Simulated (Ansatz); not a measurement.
## Electronic structure of BClF2 in real space

The calculation's input:

```
crystal:
  periodic: [false, false, false]
  atoms:
    - { symbol: B, position_ang: [0.0, 0.0, 0.0] }
    - { symbol: F, position_ang: [0.0, 0.0, 1.32] }
    - { symbol: Cl, position_ang: [1.6108, 0.0, -0.93] }
    - { symbol: F, position_ang: [-1.1431, 0.0, -0.66] }
basis:
  gaussian: { orbitals: "6-31G*" }
hamiltonian:
  xc: b3lyp
  dispersion: d4
relax:
  f_tol: 0.02
  max_steps: 40
output:
  orbitals: {}
```

Launched as:

```sh
ansatz run input.yaml --threads 1 --pin off --max-ram 2048MiB --backend cpu --events-out ev --progress --plain --runs-dir out
```

The fields are those of the run's last geometry, not of the input's.

These are results of RKS B3LYP-D4/6-31G* in Ansatz 0.2.0, not measurements.

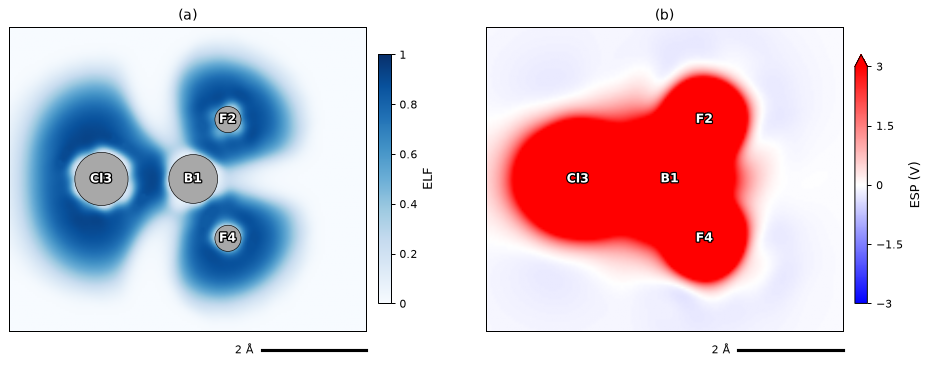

Figure 1. (a) ELF; (b) molecular electrostatic potential on the molecular plane. Grey discs cover the atomic cores in the ELF map.

Q: Read the bonding off the picture.

A: The plane passes through B, F and Cl nuclei.
B–F (1.32 Å): the ELF peaks at about 0.85 between the atoms; a shared but strongly polarised pair.
B–Cl (1.76 Å): the ELF peaks at about 0.90 between the atoms; a polar covalent bond.
The ELF also peaks beside F4, Cl3 and F2, away from the bonds: lone-pair regions.
Outside the dense part of the molecule the potential is most negative (−0.3 V) near F2 and F4.

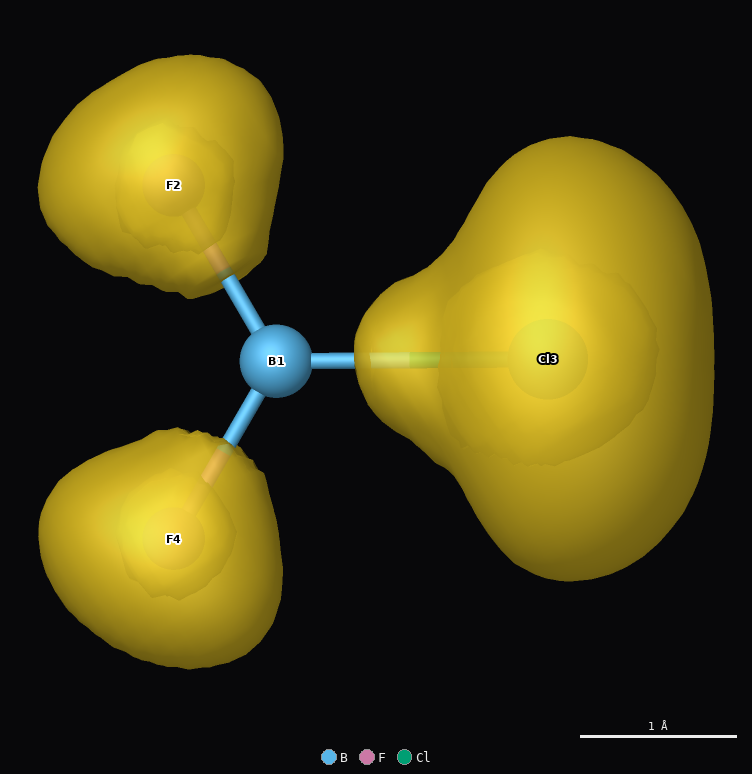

Figure 2. Isosurface of the electron localisation function at 0.75 (yellow), seen across its widest extent. Only the valence region is drawn (cores and ρ < 0.01 e/Å³ removed).

Q: Identify the bonds, lone pairs and shells in this picture.

A: The surface consists of one region on Cl in which the atom's valence shell and bonds are merged and two regions on F in which the atom's valence shell and bonds are merged.

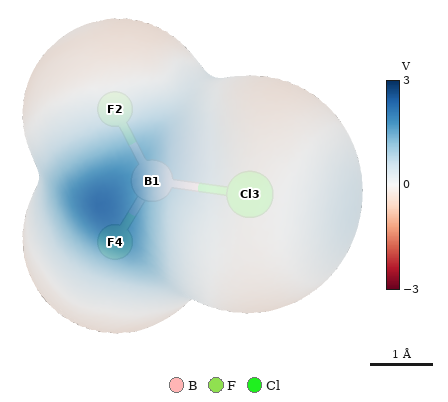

Figure 3. The molecular electrostatic potential painted on the density surface at 0.002 e/bohr³, seen at a tilt; red is negative and blue positive.

Q: Where is the surface potential most negative and most positive?

A: The most negative region (about −0.3 V) lies over F2, Cl3 and F4, the most positive (about +2.3 V) over B1. Cl3 shows a σ-hole: about +0.4 V at the tip opposite its bond, against about −0.1 V on its flanks.

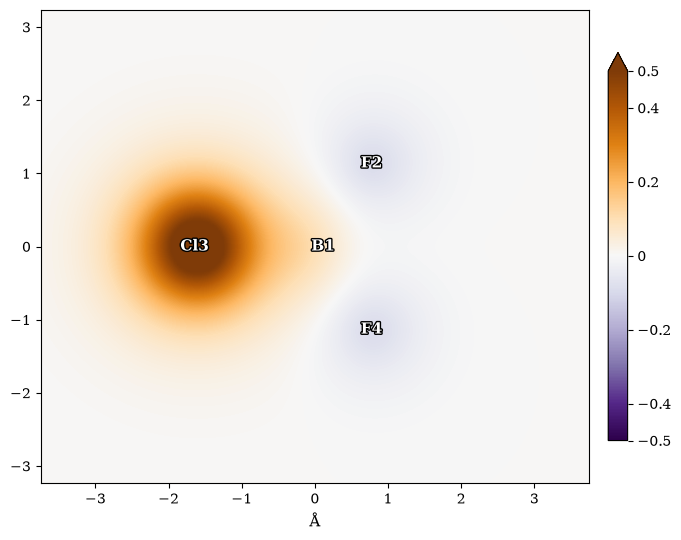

Figure 4. The HOMO−1 on a plane 0.8 Å above the molecular plane (values in Å⁻³ᐟ²; the overall sign is arbitrary).

Q: Where does this orbital lie, and at what energy?

A: Its weight (Hirshfeld) is mainly on Cl3 (about 85 %); it changes sign across the molecular plane (π type). Its energy is −9.73 eV.
